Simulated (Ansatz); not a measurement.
## Electronic structure of F5HW···NH3 in real space

The calculation's input:

```
crystal:
  periodic: [false, false, false]
  atoms:
    - { symbol: W, position_ang: [0.0, 0.0, 0.0] }
    - { symbol: F, position_ang: [0.0, 0.0, 2.2] }
    - { symbol: F, position_ang: [1.85, 0.0, 0.0] }
    - { symbol: F, position_ang: [0.0, 1.85, 0.0] }
    - { symbol: H, position_ang: [-1.72, 0.0, 0.0] }
    - { symbol: F, position_ang: [0.0, -1.85, 0.0] }
    - { symbol: F, position_ang: [0.0, 0.0, -1.85] }
    - { symbol: "N", position_ang: [1.5641, 1.6294, 0.7505] }
    - { symbol: H, position_ang: [2.4032, 1.3328, 1.3263] }
    - { symbol: H, position_ang: [1.4216, 2.6516, 0.5089] }
    - { symbol: H, position_ang: [0.9033, 0.941, 1.8973] }
basis:
  gaussian: { orbitals: def2-SVP }
hamiltonian:
  xc: pbe0
  dispersion: d4
relax:
  f_tol: 0.15
  max_steps: 25
  restrain:
    - { distance: [0, 7], at: 3.28, k: 30.0 }
    - { distance: [10, 1], at: 2.12, k: 30.0 }
    - { distance: [0, 1], at: 1.85, k: 30.0 }
    - { distance: [10, 7], at: 1.06, k: 30.0 }
output:
  orbitals: {}
```

Run with:

```sh
ansatz run input.yaml --threads 4 --pin off --max-ram 5120MiB --backend cpu --events-out ev --progress --plain --runs-dir out
```

The fields are those of the run's last geometry, not of the input's.

Core potentials replace the inner electrons of W; not at a stationary point (largest force 1.0 eV/Å).

Method: RKS PBE0-D4/def2-SVP in Ansatz.

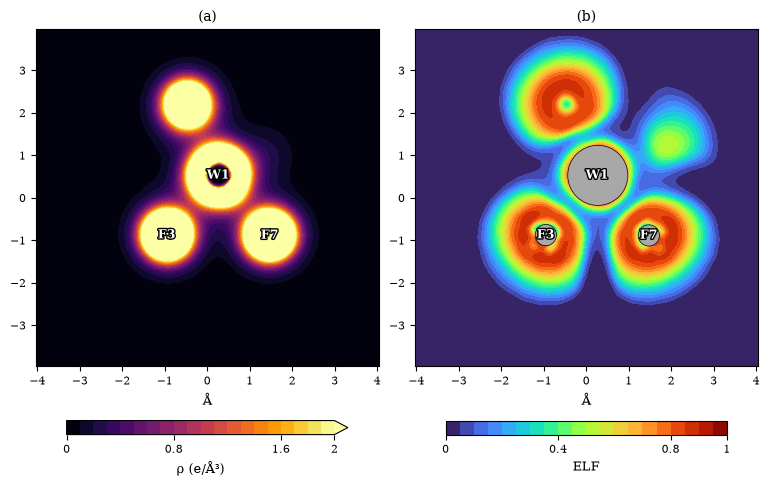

Figure 1. (a) electron density; (b) electron localisation function on the plane of atoms F3, W1 and F7. Grey discs cover the atomic cores in the ELF map.

Q: What do the fields say about this system?

A: The section cuts through W and F sites. W–F (1.86 Å): the density is about 1.1 e/Å³ at the midpoint; the ELF peaks at about 0.85 in the valence shell of F, 0.5 Å from its nucleus, and drops to about 0.25 between the two atoms.

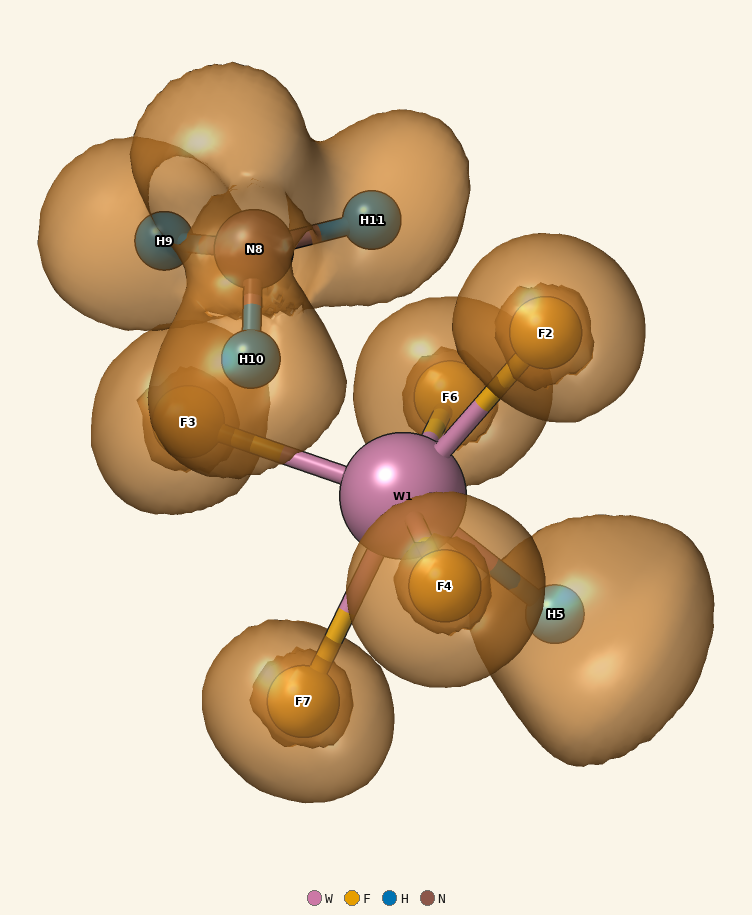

Figure 2. Isosurface of the electron localisation function at 0.75 (orange), seen at an oblique angle. Core shells and regions of very low density are left out.

Q: Identify the bonds, lone pairs and shells in this picture.

A: The surface consists of one region around a hydrogen nucleus, five regions wrapped around F (the valence shell of each) and one joined region spread over several atoms (H, N), in which their bonds and any lone pairs are merged. Profiles from the grid: W1···N8 (3.28 Å): the ELF dips to about 0.10 between them. W–F (1.85 Å): the ELF peaks at about 0.85 in the valence shell of F, 0.5 Å from its nucleus, and drops to about 0.20 between the two atoms.

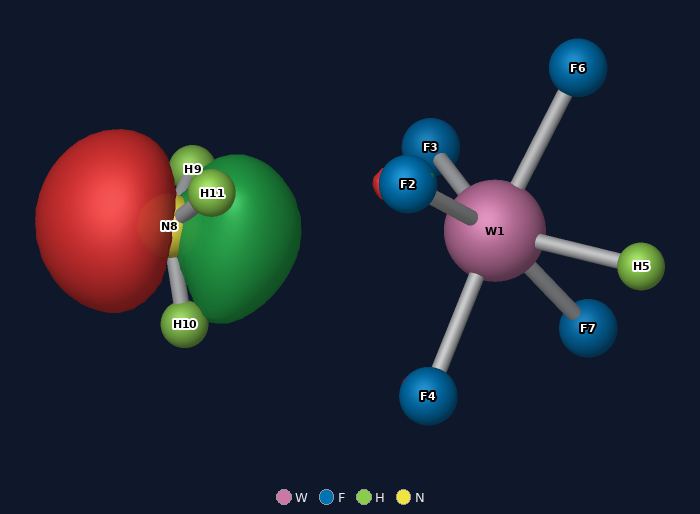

Figure 3. One frontier orbital at ±0.2 Å⁻³ᐟ² (green and red are the two phases), seen at a tilt.

Q: Which orbital is it: HOMO or LUMO?

A: The HOMO, at −7.85 eV. Its weight (Hirshfeld) is mainly on N8 (about 75 %); largely a lone pair of N8.
